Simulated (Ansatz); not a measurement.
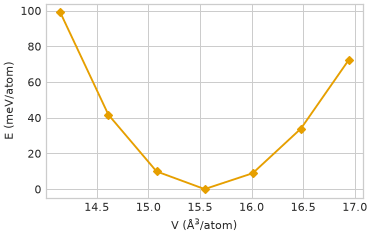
Figure: Nb₅Si₃ in space group I4/mcm (No. 140; Si on 4a, Nb on 16l, Nb on 4c, Si on 8h) under volume change, plane-wave PAW LDA (Ansatz code), shape and atoms relaxed at each volume.

Task: What does a third-order Birch–Murnaghan fit give for V₀, B₀ and B′?

Result: V₀ = 15.55 Å³/atom, B₀ = 214 GPa, B′ = 4.1.

The workflow started from an entry of the Crystallography Open Database (COD), which files this formula under 2 space groups. Whether it is the stable phase at ambient conditions was not checked. The cell was relaxed with LDA under the symmetry of its start; whether a distortion lowers the energy is not shown. No spin polarisation was allowed.

Potentials: the later of the program's two PAW sets.
